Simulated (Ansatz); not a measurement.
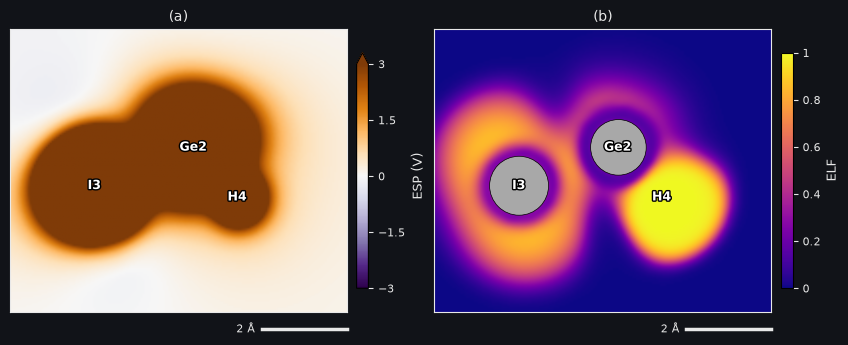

FGeHI (doublet). (a) molecular electrostatic potential; (b) ELF on the plane of atoms I3, Ge2 and H4. Grey discs cover the atomic cores in the ELF map.

Geometry: PBE0-D4/def2-TZVP; core potentials replace the inner electrons of I.

Computed with UKS PBE0-D4/def2-TZVPP (Ansatz).

Interpret the plot.

Answer.
- The section cuts through Ge, I and H sites.
- Ge–I (2.51 Å): the ELF peaks at about 0.75 in the valence shell of I, 1.3 Å from its nucleus, and is about 0.75 at the midpoint.
- Ge–H (1.56 Å): the ELF climbs to about 1 towards the hydrogen.
- The ELF also peaks beside I3, away from the bonds: non-bonding electrons, paired or unpaired.
- The potential has no marked negative region in this plane.
